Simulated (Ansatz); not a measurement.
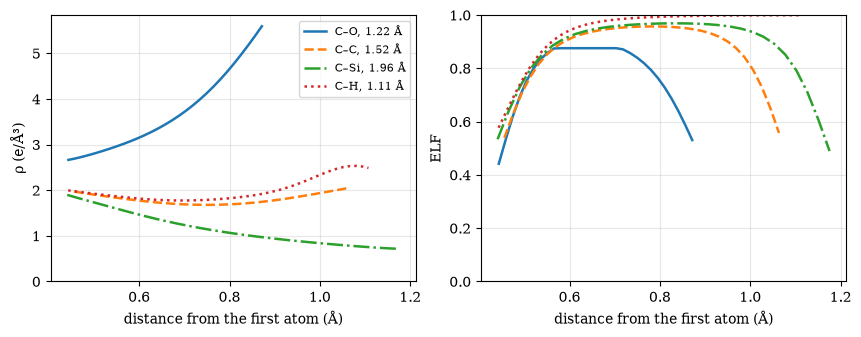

*C₃H₈OSi. Total electron density and electron localisation function along straight lines between neighbouring atoms. The curves leave out the atomic cores.*

Method: RKS PBE-D4/def2-SVP in Ansatz.

```xyz
13

C    -1.1913    1.4493   -0.6532
C    -0.3122    0.5422    0.1990
C     0.1803   -0.7014   -0.5211
O    -0.1160   -0.9513   -1.6811
Si    1.3414   -1.9848    0.3964
H    -1.5289    2.3345   -0.0798
H    -0.6443    1.8020   -1.5497
H    -2.0857    0.9054   -1.0159
H    -0.8333    0.1952    1.1226
H     0.5898    1.0709    0.5883
H     0.6703   -3.3279    0.3368
H     1.6199   -1.6251    1.8339
H     2.6376   -2.0401   -0.3625
```

### What kind of bonding do the profiles show?

C–O (1.22 Å): ρ at the midpoint is about 3.2 e/Å³; the ELF peaks at about 0.90 between the atoms; a multiple bond.
C–C (1.52 Å): ρ at the midpoint is about 1.7 e/Å³; the ELF peaks at about 0.95 between the atoms, as expected for a covalent bond.
C–Si (1.96 Å): ρ at the midpoint is about 0.86 e/Å³; the ELF peaks at about 0.95 between the atoms (localised, covalent bonding).
C–H (1.11 Å): ρ is about 1.9 e/Å³ halfway; the ELF climbs to about 1 towards the hydrogen, as it does in any bond to H: a covalent bond by its length.
